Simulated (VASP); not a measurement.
Band structure of MnF₂ (rutile). All values below come from PBE GGA with D3 dispersion (Becke-Johnson damping), VASP's PBE PAW potentials (set 64) (plane waves; VASP).

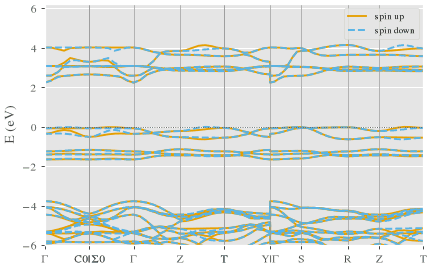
Fig. 1. Bands along high-symmetry lines, zero at the valence-band maximum or, without a gap, the Fermi level

Task: Read the plot: is there a gap, and where are the band edges?

Result: The gap is indirect, 2.24 eV, from the valence maximum at Z-A0 at 0.57 to the conduction minimum at Γ. (Edges off the drawn lines would not show.)

The compound is MnF2 in the rutile structure. It was relaxed first.
